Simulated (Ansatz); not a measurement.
**Molecular dynamics, with input and output: C$_{2}$H$_{8}$OSi (part 4 of 4)**

The same run, continued: C$_{2}$H$_{8}$OSi; RKS PBE-D4/def2-SVP (Ansatz 0.2.0). It belongs to a series of runs on one base structure; here: dynamics from the highest image of the converged band.

Geometry of the input (Å):
```
Si -0.9191  0.1951  0.4063
C  1.0292  -0.7966  0.7867
O  -1.6723  0.1985  -1.0895
C  -0.3235  0.7770  -1.4062
H  0.6487  0.0583  -0.1740
H  -1.5866  -0.8830  1.2399
H  -0.7756  1.4450  1.2224
H  2.0802  -0.5504  0.5198
H  0.8260  -1.8514  0.5246
H  0.9222  -0.6321  1.8770
H  -0.3892  1.8494  -1.6904
H  0.1602  0.1904  -2.2166
```

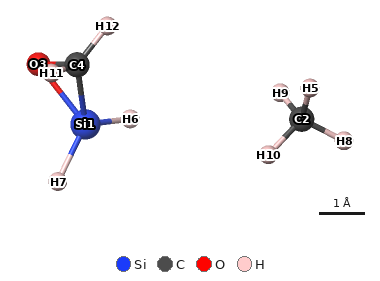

The geometry at step 151 of the log (ball-and-stick view, seen at a tilt; atoms are numbered from 1 in the order of the input).

Trajectory as extended XYZ, continued
```
12
Properties=species:S:1:pos:R:3:forces:R:3 step=97 time_fs=48.5 energy=-12112.84280 temperature=1599.7
Si   -1.1998    0.3865    0.3248   -0.4114  -0.3224  -1.3500
C     2.0182   -1.2462    1.0996    1.4664  -0.6302   0.9506
O    -1.9491    0.3989   -1.2788    0.3003  -0.3407   0.6257
C    -0.5506    0.7164   -1.3992   -0.0385   0.6501   0.1656
H     2.2773   -0.7063    0.2038    0.4388   0.2934  -1.0021
H    -0.8900   -0.9938    0.8362   -0.2802   0.2170   0.1789
H    -1.9600    1.3477    1.1909    0.3634  -0.0294   0.1177
H     2.9810   -1.5385    1.6652   -1.1559   0.2374  -0.7229
H     1.4176   -2.1305    0.8353   -0.1041  -0.0554   0.1669
H     1.4792   -0.5154    1.6952   -0.5411   0.1438   0.6330
H    -0.3540    1.7734   -1.7180    0.0522  -0.3661  -0.0037
H     0.0716   -0.0434   -1.9404   -0.0899   0.2024   0.2404
12
Properties=species:S:1:pos:R:3:forces:R:3 step=103 time_fs=51.5 energy=-12112.65608 temperature=1458.3
Si   -1.2395    0.3921    0.3175   -0.0352  -0.1144  -1.1994
C     2.1306   -1.2926    1.1423   -3.4419   2.0807  -2.6834
O    -1.9530    0.4247   -1.2820   -0.3954  -0.8386   0.5378
C    -0.5633    0.7246   -1.4319   -0.2616   0.3767   0.8335
H     2.4636   -0.7473    0.1482   -0.4757  -0.9947   1.6518
H    -0.9506   -0.9601    0.9372   -0.2157   0.2569  -0.1554
H    -1.9837    1.3380    1.2192    0.3390   0.0470  -0.0445
H     2.9454   -1.5951    1.7028    2.2448  -0.9694   1.4277
H     1.4141   -2.1487    0.8726    0.9328   0.8137   0.3054
H     1.5149   -0.5200    1.7472    0.7938  -0.9316  -0.6905
H    -0.4531    1.7705   -1.7755    0.5743  -0.0098  -0.1027
H     0.0516   -0.0545   -1.9505   -0.0593   0.2835   0.1197
12
Properties=species:S:1:pos:R:3:forces:R:3 step=108 time_fs=54.0 energy=-12112.76822 temperature=1542.1
Si   -1.2727    0.3965    0.3086    0.2877   0.1561  -1.0062
C     2.2099   -1.3221    1.1665   -1.1812   1.0786  -0.8618
O    -1.9577    0.4429   -1.2823   -0.9493  -1.1115   0.3452
C    -0.5752    0.7337   -1.4548   -0.3928   0.4795   1.3446
H     2.5940   -0.8368    0.1911   -0.4189  -0.5848   1.2622
H    -1.0154   -0.9162    1.0127   -0.1046   0.0643  -0.3378
H    -1.9813    1.3330    1.2408    0.2431   0.2023  -0.1193
H     3.0204   -1.6904    1.7998    0.3348  -0.2143   0.1046
H     1.4634   -2.1195    0.9214    0.5559   0.0195  -0.0446
H     1.5869   -0.5750    1.7551    0.7271  -0.2934  -0.4607
H    -0.5009    1.7651   -1.8293    0.7627   0.2051  -0.1014
H     0.0316   -0.0467   -1.9511    0.1354  -0.0014  -0.1247
12
Properties=species:S:1:pos:R:3:forces:R:3 step=114 time_fs=57.0 energy=-12112.51527 temperature=1349.4
Si   -1.3116    0.4023    0.2951    0.6674   0.5218  -0.6674
C     2.2985   -1.3523    1.1919    1.6136  -2.0623   2.9389
O    -1.9682    0.4593   -1.2812   -1.3663  -1.1274  -0.1080
C    -0.5919    0.7480   -1.4736   -0.0884   0.6549   1.3321
H     2.7294   -0.9774    0.3148    0.8921   0.9387  -1.7695
H    -1.1008   -0.8604    1.0769    0.0254  -0.2707  -0.4245
H    -1.9598    1.3438    1.2570    0.1226   0.3734  -0.1814
H     3.1308   -1.8159    1.9176   -1.5906   0.8676  -1.4528
H     1.5564   -2.0934    0.9732   -0.5285  -1.2834  -0.5108
H     1.7197   -0.6489    1.7399   -0.3995   1.5512   0.7851
H    -0.5003    1.7709   -1.8994    0.5922  -0.0877   0.1811
H     0.0169   -0.0370   -1.9606    0.0599  -0.0762  -0.1228
12
Properties=species:S:1:pos:R:3:forces:R:3 step=119 time_fs=59.5 energy=-12112.70726 temperature=1494.8
Si   -1.3425    0.4083    0.2823    0.9425   0.7568  -0.2672
C     2.3793   -1.3864    1.2262    0.2373  -1.4965   1.4032
O    -1.9824    0.4684   -1.2807   -1.4797  -0.8966  -0.6104
C    -0.6063    0.7632   -1.4819    0.4077   0.2677   1.0607
H     2.8853   -1.0489    0.3353    0.2683   0.4887  -0.6990
H    -1.1709   -0.8298    1.1028    0.0741  -0.4180  -0.4530
H    -1.9331    1.3762    1.2587    0.0825   0.3804  -0.2569
H     3.1332   -1.8717    1.9330   -0.6607   0.4899  -0.6167
H     1.6113   -2.1408    0.9875    0.0863  -0.3013  -0.2932
H     1.8165   -0.6277    1.7649    0.0466   0.8327   0.1948
H    -0.4609    1.7720   -1.9471    0.2235  -0.2276   0.4226
H     0.0081   -0.0327   -1.9759   -0.2283   0.1237   0.1153
12
Properties=species:S:1:pos:R:3:forces:R:3 step=124 time_fs=62.0 energy=-12112.56310 temperature=1385.9
Si   -1.3715    0.4159    0.2689    1.1355   0.8648   0.1389
C     2.4606   -1.4270    1.2665   -2.2920   1.4588  -2.5116
O    -2.0022    0.4741   -1.2824   -1.3994  -0.5437  -1.0647
C    -0.6188    0.7797   -1.4848    0.5621  -0.3358   1.0565
H     3.0545   -1.0920    0.3171   -1.0475  -0.3301   1.4180
H    -1.2370   -0.8232    1.1017    0.0715  -0.3500  -0.4777
H    -1.9013    1.4305    1.2451    0.0907   0.2369  -0.3285
H     3.1060   -1.9057    1.9215    1.8404  -1.0889   1.8322
H     1.6707   -2.2061    0.9846    0.6879   0.8385   0.0288
H     1.9172   -0.5612    1.8001    0.7844  -0.8638  -0.7789
H    -0.4081    1.7616   -1.9706   -0.1429   0.0328   0.4664
H    -0.0131   -0.0224   -1.9850   -0.2907   0.0805   0.2207
12
Properties=species:S:1:pos:R:3:forces:R:3 step=130 time_fs=65.0 energy=-12112.75401 temperature=1531.2
Si   -1.4030    0.4274    0.2532    1.2123   0.8296   0.3626
C     2.5463   -1.4682    1.3014    0.2629   0.4136  -0.6153
O    -2.0327    0.4783   -1.2899   -1.0791  -0.0900  -1.3453
C    -0.6305    0.7972   -1.4810    0.1538  -0.7574   1.3134
H     3.1832   -1.1655    0.3941   -0.7223  -0.2757   0.9814
H    -1.3107   -0.8411    1.0629    0.0504  -0.1002  -0.4408
H    -1.8559    1.5130    1.2032    0.0899  -0.0114  -0.3038
H     3.1874   -2.0108    2.0220    0.1571   0.2400   0.1081
H     1.7877   -2.2258    0.9816   -0.0147   0.5642   0.0001
H     2.0921   -0.5427    1.7879    0.2879  -0.9273  -0.4861
H    -0.3565    1.7542   -1.9632   -0.4018   0.4099   0.3668
H    -0.0585   -0.0070   -1.9805    0.0036  -0.2952   0.0587
12
Properties=species:S:1:pos:R:3:forces:R:3 step=135 time_fs=67.5 energy=-12112.65666 temperature=1457.9
Si   -1.4264    0.4390    0.2409    1.1292   0.7012   0.2143
C     2.6174   -1.4999    1.3263    1.8378  -1.9507   2.4414
O    -2.0627    0.4814   -1.3015   -0.6811   0.2358  -1.2892
C    -0.6392    0.8078   -1.4709   -0.1734  -0.8714   1.1961
H     3.2485   -1.2429    0.5163    1.1607   0.3326  -1.3927
H    -1.3687   -0.8637    1.0019    0.0497   0.0820  -0.2950
H    -1.8124    1.5822    1.1488    0.0401  -0.1527  -0.1466
H     3.2807   -2.0945    2.1280   -1.2009   1.2804  -1.4073
H     1.8854   -2.2063    0.9785   -1.0709  -0.3781  -0.2437
H     2.2565   -0.5813    1.7477   -0.7555   0.7306   0.5909
H    -0.3386    1.7715   -1.9320   -0.4981   0.2672   0.3514
H    -0.0979   -0.0105   -1.9718    0.1624  -0.2769  -0.0196
12
Properties=species:S:1:pos:R:3:forces:R:3 step=141 time_fs=70.5 energy=-12112.86898 temperature=1619.7
Si   -1.4513    0.4548    0.2266    0.8513   0.4877  -0.2238
C     2.7135   -1.5495    1.3700    0.9812  -0.8956   0.5467
O    -2.1019    0.4863   -1.3217   -0.1412   0.5017  -0.9272
C    -0.6507    0.8146   -1.4511   -0.3619  -1.0882   0.6274
H     3.4066   -1.3153    0.5689    0.5568  -0.0074  -0.6944
H    -1.4342   -0.8846    0.9072    0.0700   0.1507   0.0004
H    -1.7576    1.6537    1.0736   -0.0618  -0.1851   0.1425
H     3.3083   -2.1048    2.1575   -0.5477   0.4010  -0.4312
H     1.9294   -2.2030    0.9598   -0.3480   0.1330   0.1366
H     2.3996   -0.5785    1.7400   -0.6691   0.3831   0.4317
H    -0.3557    1.8101   -1.8672   -0.4367  -0.1531   0.2931
H    -0.1339   -0.0313   -1.9611    0.1073   0.2723   0.0983
12
Properties=species:S:1:pos:R:3:forces:R:3 step=146 time_fs=73.0 energy=-12112.69874 temperature=1491.2
Si   -1.4701    0.4692    0.2143    0.4782   0.3030  -0.5214
C     2.7987   -1.5954    1.4094   -0.9906   2.6764  -3.8093
O    -2.1352    0.4924   -1.3424    0.2837   0.5913  -0.4918
C    -0.6624    0.8145   -1.4310   -0.6623  -1.0655   0.2667
H     3.5779   -1.3735    0.5626   -1.1453  -0.4520   1.1122
H    -1.4842   -0.8927    0.8272    0.0888   0.1136   0.2603
H    -1.7156    1.7012    1.0191   -0.1389  -0.1703   0.3491
H     3.2993   -2.0902    2.1599    1.2878  -1.6220   2.3414
H     1.9405   -2.1953    0.9517    0.7789   0.6414   0.6165
H     2.4753   -0.5514    1.7626    0.0439  -1.2306  -0.2708
H    -0.3982    1.8350   -1.7943   -0.2007  -0.2233   0.0971
H    -0.1559   -0.0345   -1.9471    0.1765   0.4380   0.0499
12
Properties=species:S:1:pos:R:3:forces:R:3 step=151 time_fs=75.5 energy=-12112.81577 temperature=1579.1
Si   -1.4879    0.4842    0.2009    0.0069   0.1068  -0.4937
C     2.8806   -1.6302    1.4330    0.2308   1.5881  -1.5191
O    -2.1675    0.5006   -1.3650    0.6364   0.5669  -0.0542
C    -0.6773    0.8091   -1.4094   -0.9941  -0.6533   0.0076
H     3.6892   -1.4560    0.6136   -1.1125  -0.3405   1.0352
H    -1.5290   -0.8939    0.7624    0.0955   0.0915   0.4416
H    -1.6817    1.7383    0.9848   -0.1871  -0.2082   0.4334
H     3.3468   -2.1520    2.2722   -0.0347  -0.3797   0.2942
H     1.9917   -2.1544    0.9770    0.6387   0.1409   0.4202
H     2.5510   -0.5883    1.7727    0.2548  -0.9967  -0.2398
H    -0.4524    1.8479   -1.7157    0.0874  -0.0663  -0.1310
H    -0.1667   -0.0139   -1.9311    0.3780   0.1505  -0.1944
12
Properties=species:S:1:pos:R:3:forces:R:3 step=157 time_fs=78.5 energy=-12112.60519 temperature=1418.3
Si   -1.5093    0.5025    0.1836   -0.6178  -0.2026   0.0795
C     2.9802   -1.6632    1.4536    0.5022  -1.4637   3.1050
O    -2.2031    0.5133   -1.3923    0.9460   0.4480   0.3608
C    -0.7017    0.7986   -1.3840   -0.7911  -0.0662  -0.7914
H     3.7555   -1.5781    0.7369    1.2069   0.0978  -1.1837
H    -1.5754   -0.8875    0.7192    0.0839   0.1516   0.5051
H    -1.6559    1.7656    0.9770   -0.2179  -0.3097   0.3699
H     3.4006   -2.2508    2.4207   -1.0331   1.0435  -2.0482
H     2.0910   -2.1023    1.0337   -0.6390  -0.9251  -0.3618
H     2.6578   -0.6914    1.7727   -0.0563   1.2576   0.4806
H    -0.5101    1.8576   -1.6319    0.3014  -0.0363  -0.2715
H    -0.1508    0.0224   -1.9270    0.3149   0.0050  -0.2443
12
Properties=species:S:1:pos:R:3:forces:R:3 step=162 time_fs=81.0 energy=-12112.67643 temperature=1471.6
Si   -1.5285    0.5172    0.1693   -1.0993  -0.5137   0.8303
C     3.0657   -1.6968    1.4848   -0.5692  -1.1066   2.0817
O    -2.2289    0.5258   -1.4136    1.0981   0.3330   0.5852
C    -0.7262    0.7893   -1.3670   -0.0197   0.2455  -1.8679
H     3.8680   -1.6772    0.7827    0.9502   0.1189  -0.9623
H    -1.6085   -0.8724    0.7159    0.0608   0.2105   0.4510
H    -1.6486    1.7686    0.9948   -0.2344  -0.3371   0.2462
H     3.3852   -2.2751    2.4276   -0.4287   0.5266  -1.1200
H     2.1453   -2.1099    1.0640   -0.1559  -0.6584  -0.3012
H     2.7474   -0.7147    1.7970    0.1866   1.1285   0.2948
H    -0.5396    1.8628   -1.5791    0.3317  -0.1583  -0.2922
H    -0.1180    0.0547   -1.9381   -0.1201   0.2111   0.0545
12
Properties=species:S:1:pos:R:3:forces:R:3 step=168 time_fs=84.0 energy=-12112.48537 temperature=1326.4
Si   -1.5547    0.5335    0.1546   -1.4494  -0.8260   1.5578
C     3.1644   -1.7414    1.5315   -1.1254   2.3007  -3.3887
O    -2.2544    0.5423   -1.4363    1.1485   0.2178   0.7245
C    -0.7555    0.7799   -1.3591    0.6749   0.7274  -2.5253
H     4.0549   -1.7859    0.7818   -1.3693   0.1814   1.0973
H    -1.6436   -0.8382    0.7466    0.0232   0.1768   0.3098
H    -1.6583    1.7467    1.0350   -0.2448  -0.2118   0.0936
H     3.3440   -2.2844    2.3835    0.8643  -1.7394   2.6943
H     2.2069   -2.1638    1.0801    0.9417   0.2304   0.0488
H     2.8738   -0.6744    1.8427    0.6736  -0.9651  -0.4576
H    -0.5497    1.8575   -1.5387    0.2507  -0.0979  -0.2959
H    -0.0888    0.1077   -1.9476   -0.3880   0.0057   0.1415
12
Properties=species:S:1:pos:R:3:forces:R:3 step=173 time_fs=86.5 energy=-12112.63011 temperature=1435.6
Si   -1.5798    0.5451    0.1459   -1.4295  -0.9467   1.7050
C     3.2413   -1.7694    1.5571   -0.2932   0.4242  -0.5901
O    -2.2709    0.5571   -1.4523    1.1000   0.1581   0.7555
C    -0.7767    0.7760   -1.3659    0.6375   1.1624  -2.1368
H     4.1384   -1.8653    0.8379   -1.0954   0.1674   0.9843
H    -1.6712   -0.7983    0.7929   -0.0078   0.0506   0.1567
H    -1.6825    1.7145    1.0753   -0.2438  -0.0050  -0.0167
H     3.3530   -2.3745    2.4727    0.4811   0.0348   0.1418
H     2.3104   -2.1997    1.0933    0.4940   0.3677  -0.1402
H     3.0188   -0.6885    1.8564    0.4006  -0.9871  -0.4008
H    -0.5415    1.8469   -1.5245    0.1345   0.1175  -0.3003
H    -0.0872    0.1516   -1.9479   -0.1780  -0.5437  -0.1585
12
Properties=species:S:1:pos:R:3:forces:R:3 step=178 time_fs=89.0 energy=-12112.55584 temperature=1379.6
Si   -1.6080    0.5547    0.1408   -1.1478  -0.9287   1.4776
C     3.3162   -1.7952    1.5796   -0.5053  -1.9895   2.8357
O    -2.2833    0.5724   -1.4654    0.9907   0.1402   0.7356
C    -0.7946    0.7778   -1.3834    0.5414   1.2676  -1.4786
H     4.1664   -1.9364    0.9453    1.1045  -0.1915  -0.5826
H    -1.6992   -0.7554    0.8486   -0.0286  -0.0975  -0.0197
H    -1.7212    1.6819    1.1145   -0.2337   0.1977  -0.1332
H     3.3926   -2.4673    2.5780    0.2242   1.4755  -1.8847
H     2.4394   -2.2159    1.0969   -0.6752   0.0652  -0.5313
H     3.1863   -0.7530    1.8487   -0.1589   0.6460   0.1588
H    -0.5252    1.8426   -1.5283    0.0032   0.1824  -0.3068
H    -0.0970    0.1646   -1.9568   -0.1146  -0.7675  -0.2708
12
Properties=species:S:1:pos:R:3:forces:R:3 step=184 time_fs=92.0 energy=-12112.74354 temperature=1523.2
Si   -1.6450    0.5637    0.1387   -0.6258  -0.7490   0.9783
C     3.4027   -1.8384    1.6234   -0.1975  -1.5893   1.3138
O    -2.2934    0.5916   -1.4776    0.7842   0.1598   0.6802
C    -0.8124    0.7879   -1.4140    0.7296   0.7588  -0.8960
H     4.2802   -2.0371    1.0337    0.9799  -0.2289  -0.5383
H    -1.7350   -0.7120    0.9127   -0.0314  -0.2040  -0.2434
H    -1.7859    1.6585    1.1501   -0.2064   0.3173  -0.3043
H     3.4575   -2.4734    2.5724    0.0646   0.7719  -0.7463
H     2.5473   -2.2270    1.0631   -0.5021   0.2781  -0.2366
H     3.3760   -0.7824    1.8505   -0.3539   0.7732   0.2041
H    -0.5060    1.8496   -1.5572   -0.1201  -0.0238  -0.3262
H    -0.1224    0.1255   -1.9844   -0.5210  -0.2641   0.1147
12
Properties=species:S:1:pos:R:3:forces:R:3 step=189 time_fs=94.5 energy=-12112.65435 temperature=1456.5
Si   -1.6773    0.5694    0.1394   -0.1726  -0.4852   0.4801
C     3.4737   -1.8821    1.6663    1.0045   1.8102  -4.0081
O    -2.2984    0.6082   -1.4848    0.5474   0.1857   0.6290
C    -0.8234    0.8006   -1.4446    0.4814   0.2174  -0.2182
H     4.4367   -2.1342    1.0726   -1.1365   0.3207   0.6378
H    -1.7669   -0.6885    0.9511   -0.0174  -0.2198  -0.3904
H    -1.8535    1.6590    1.1606   -0.1667   0.2980  -0.4292
H     3.5168   -2.4341    2.5280   -0.0361  -1.6558   2.9552
H     2.6055   -2.2193    1.0199    0.5129   0.5340   0.5696
H     3.5114   -0.7620    1.8646   -0.3527  -1.0047  -0.1574
H    -0.4971    1.8551   -1.6027   -0.1262  -0.1250  -0.3376
H    -0.1744    0.0728   -2.0025   -0.5378   0.1245   0.2691
12
Properties=species:S:1:pos:R:3:forces:R:3 step=195 time_fs=97.5 energy=-12112.84006 temperature=1597.6
Si   -1.7166    0.5750    0.1414    0.2803  -0.0823  -0.1606
C     3.5655   -1.9256    1.6962    1.4553   0.3033  -0.9006
O    -2.3019    0.6290   -1.4905    0.1786   0.2160   0.5561
C    -0.8339    0.8173   -1.4823   -0.3435  -0.1715   0.7906
H     4.5447   -2.2277    1.1626   -1.1257   0.3334   0.4576
H    -1.8063   -0.6775    0.9666    0.0045  -0.1998  -0.4451
H    -1.9473    1.6824    1.1394   -0.1017   0.1938  -0.4612
H     3.5812   -2.4844    2.6555   -0.4087   0.1337  -0.1244
H     2.7098   -2.1730    1.0101    0.3428   0.0928   0.6051
H     3.6464   -0.8074    1.8718   -0.2702  -0.8596  -0.0401
H    -0.4953    1.8534   -1.6837   -0.0284  -0.0372  -0.3095
H    -0.2743    0.0171   -2.0059    0.0168   0.0775   0.0321
12
Properties=species:S:1:pos:R:3:forces:R:3 step=200 time_fs=100.0 energy=-12112.69060 temperature=1484.0
Si   -1.7487    0.5793    0.1428    0.5640   0.2580  -0.6576
C     3.6492   -1.9591    1.7143    0.0847  -1.3230   2.7592
O    -2.3040    0.6473   -1.4928   -0.1831   0.2382   0.4371
C    -0.8441    0.8304   -1.5097   -0.7783  -0.3957   1.2689
H     4.5685   -2.2868    1.2647    0.9244  -0.4084  -0.6687
H    -1.8390   -0.6815    0.9508    0.0150  -0.1750  -0.3765
H    -2.0325    1.7150    1.0921   -0.0438   0.0888  -0.3577
H     3.6115   -2.5350    2.7817   -0.3787   1.2386  -2.3161
H     2.8170   -2.1270    1.0387   -0.6542  -0.4529  -0.1420
H     3.7418   -0.8961    1.8758    0.0183   0.9487   0.3655
H    -0.4964    1.8485   -1.7713    0.0114  -0.0534  -0.1999
H    -0.3592   -0.0236   -2.0052    0.4203   0.0360  -0.1123
```
